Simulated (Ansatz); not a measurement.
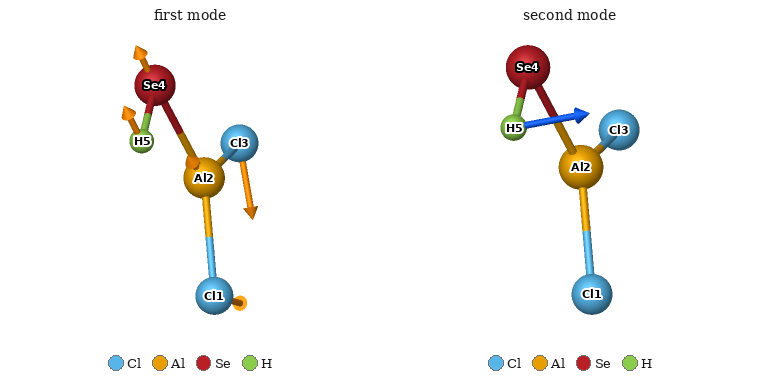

The system is AlCl2HSe, SMILES [Cl][Al]([Cl])[SeH]; the picture shows the reference structure; its two panels give the patterns of the first and the second mode as arrows. First axis: normal mode 2 (140 cm⁻¹). Second axis: normal mode 4 (254 cm⁻¹). Nothing is relaxed (straight displacements along the two mass-weighted modes). Grid: 15 × 15 points; 212 points were computed and 13 follow by symmetry. Points are written as (first, second). All energies are given in kJ/mol relative to the lowest grid point. Level of theory: RHF/def2-SVP in Ansatz 0.2.0.

Its coordinates:

```xyz
5

Cl   -1.1174   -1.4212    1.2605
Al    0.3836   -0.4196    0.2025
Cl    2.3450   -1.1359    0.2860
Se   -0.0696    1.4528   -1.0519
H    -1.4918    1.4504   -0.7385
```

Range: normal mode 2 (140 cm⁻¹) from −4.29 to 4.29 amu½·Å; normal mode 4 (254 cm⁻¹) from −0.457 to 0.457 amu½·Å.

What landscape does the calculation give?

Answer. The lowest grid point is at (0.00 amu½·Å, 0.000 amu½·Å). The highest grid point, (4.29 amu½·Å, −0.457 amu½·Å), lies 85 kJ/mol above the lowest.

```csv
"normal mode 4 (254 cm⁻¹) ↓, normal mode 2 (140 cm⁻¹) →",−4.29,−3.67,−3.06,−2.45,−1.84,−1.22,−0.61,0.00,0.61,1.22,1.84,2.45,3.06,3.67,4.29
0.457,75,56,41,29,20,13,9,7,8,12,19,30,44,62,85
0.392,72,53,38,26,17,10,6,4,6,10,17,27,41,59,82
0.327,69,51,36,24,15,8,4,3,4,8,15,25,39,58,81
0.261,68,49,34,22,13,7,3,1,3,7,14,24,38,57,80
0.196,67,48,33,21,12,6,2,1,2,6,13,24,38,56,79
0.131,66,48,33,21,12,5,2,0,2,6,13,23,37,56,79
0.065,66,48,33,21,12,5,1,0,1,5,13,23,37,56,79
0.000,66,47,33,21,12,5,1,0,1,5,13,23,37,56,79
−0.065,66,48,33,21,12,5,1,0,1,5,13,23,37,56,79
−0.131,66,48,33,21,12,5,2,0,2,6,13,23,37,56,79
−0.196,67,48,33,21,12,6,2,1,2,6,13,24,38,56,79
−0.261,68,49,34,22,13,7,3,1,3,7,14,24,38,57,80
−0.327,69,51,36,24,15,8,4,3,4,8,15,25,39,58,81
−0.392,71,53,38,26,17,10,6,5,6,10,17,27,41,60,83
−0.457,75,56,41,29,20,13,9,7,8,12,19,30,44,62,85
```

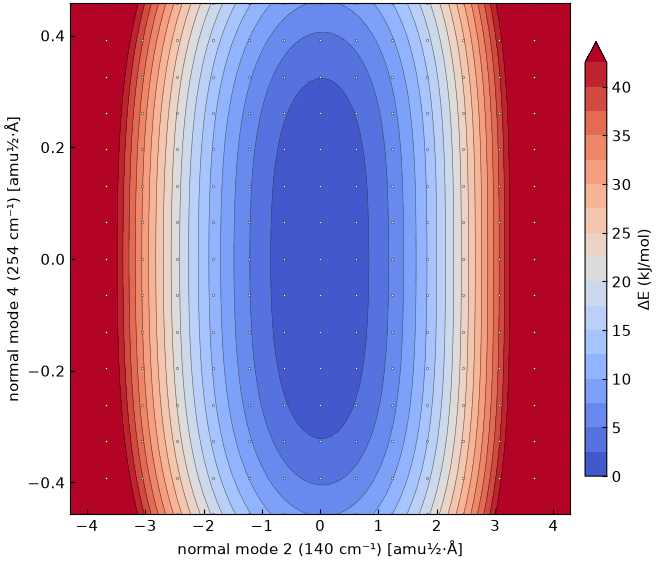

In the figure: filled contours, dots at the grid points, one colour for all values above the top of the scale. Between grid points the surface is interpolated.

Each point was launched as `ansatz run input.yaml --threads 1 --pin off --max-ram 2560MiB --backend cpu --events-out ev --progress --plain --runs-dir out`. Time for the 212 points that were run: 6.5 min on 1 thread of Arm Neoverse V2 (shared host).
